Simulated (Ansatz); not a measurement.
**C2H6OSi: one change and its effect**

System: C2H6OSi.
Method of run A: RKS B2PLYP (frozen core)/def2-TZVPP (Ansatz 0.2.0).

The geometry comes from this level: PBE0-D4/def2-TZVP. Text and figures count atoms from 1; the logs count them from 0 in places.

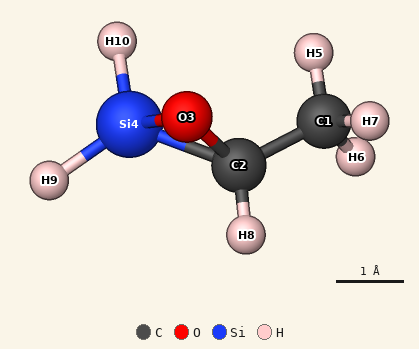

The input geometry (ball-and-stick view, seen at a tilt; atoms are numbered from 1 in the order of the input). Bond lengths as drawn: C–C 1.50 Å, C–H 1.09 Å, C–O 1.48 Å, C–Si 1.81 Å, H–Si 1.48 Å and O–Si 1.66 Å.

Input, run A:
```yaml
crystal:
  periodic: [false, false, false]
  atoms:
    - {symbol: C, position_ang: [-0.766587, 0.610151, -0.976819]}
    - {symbol: C, position_ang: [-0.336702, -0.463262, -0.024228]}
    - {symbol: O, position_ang: [1.001263, -1.022056, -0.310168]}
    - {symbol: Si, position_ang: [0.997182, -0.308246, 1.191373]}
    - {symbol: H, position_ang: [-0.024168, 1.407749, -1.048225]}
    - {symbol: H, position_ang: [-1.711242, 1.049705, -0.646816]}
    - {symbol: H, position_ang: [-0.914669, 0.196199, -1.979242]}
    - {symbol: H, position_ang: [-1.067761, -1.262400, 0.105970]}
    - {symbol: H, position_ang: [1.137874, -1.206638, 2.359264]}
    - {symbol: H, position_ang: [1.768010, 0.947597, 1.331792]}
basis:
  gaussian: {orbitals: def2-TZVPP}
hamiltonian: {xc: {name: B2PLYP}}
```

Command:
```bash
ansatz run in.yaml --threads 2 --pin off --events-out ev --progress --plain --max-ram 4352MiB
```

Hardware: 2 threads of Intel Xeon, 11 GiB of memory available, shared host.

Output (run A):
```
Functional definition: B2PLYP
  parameter a = 0.53
  parameter c = 0.27
  exchange = (1 - a)*b88_x + a*exact_x
  correlation = (1 - c)*lyp_c + c*(mp2_os + mp2_ss)
1281 factors; integrals over basis functions are off by at most 1.0e-3 eV
mean field evaluation 1: about -12078.9000 eV, gradient 5.3e1 eV
mean field evaluation 2: about -12079.0572 eV, gradient 5.3e1 eV
mean field evaluation 4: about -12084.7912 eV, gradient 9.1e0 eV
mean field evaluation 8: about -12084.9511 eV, gradient 8.4e-1 eV
mean field evaluation 16: about -12084.9526 eV, gradient 1.5e-4 eV
mean field -12084.95255122 eV, -444.1138147822 hartree, gradient 2.2e-6 eV, S^2 0.000000; 0 other end points of the search recorded, 0 dependent functions left out
8 core orbitals not correlated: weight in the atoms' cores, before any rotation towards them, 1.000 or more for the frozen orbitals, at most 0.000 for the correlated occupied ones
reference -12084.95272402 eV, -444.1138211325 hartree; 12, 12 occupied and 199, 199 virtual orbitals, 1281 factors
second order -23.27871428 eV of doubles, -0.00000000 eV of singles
Total energy: -12091.23797687 eV, -444.3447999146 hartree
```

The input of run B differs as follows (lines with − go, lines with + come):
```diff
-hamiltonian: {xc: {name: B2PLYP}}
+hamiltonian: {xc: {name: PBE-QIDH}}
```

What does this change do to the results?

The total energies belong to different methods, so their difference says nothing on which is more stable or more accurate. The functional changes from B2PLYP to PBE-QIDH.

Output (run B):
```
Functional definition: PBE-QIDH
  parameter a = 3^(-1/3)
  parameter c = 1/3
  exchange = (1 - a)*pbe_x + a*exact_x
  correlation = (1 - c)*pbe_c + c*(mp2_os + mp2_ss)
1281 factors; integrals over basis functions are off by at most 1.0e-3 eV
mean field evaluation 1: about -12074.8591 eV, gradient 4.6e1 eV
mean field evaluation 2: about -12075.0661 eV, gradient 4.6e1 eV
mean field evaluation 4: about -12079.5058 eV, gradient 6.0e0 eV
mean field evaluation 8: about -12079.5857 eV, gradient 5.2e-1 eV
mean field evaluation 16: about -12079.5863 eV, gradient 9.7e-5 eV
mean field -12079.58626870 eV, -443.9166075371 hartree, gradient 2.1e-6 eV, S^2 0.000000; 0 other end points of the search recorded, 0 dependent functions left out
8 core orbitals not correlated: weight in the atoms' cores, before any rotation towards them, 1.000 or more for the frozen orbitals, at most 0.000 for the correlated occupied ones
reference -12079.58628172 eV, -443.9166080156 hartree; 12, 12 occupied and 199, 199 virtual orbitals, 1281 factors
second order -21.58505051 eV of doubles, -0.00000000 eV of singles
Total energy: -12086.78129856 eV, -444.1810200074 hartree
```

The two runs side by side:

| quantity | run A | run B |
| --- | --- | --- |
| outcome | converged | converged |
| total energy (hartree) | −444.344800 | −444.181020 |
| basis functions | 219 | 219 |
| wall time (shared host) | 7 s | 7 s |
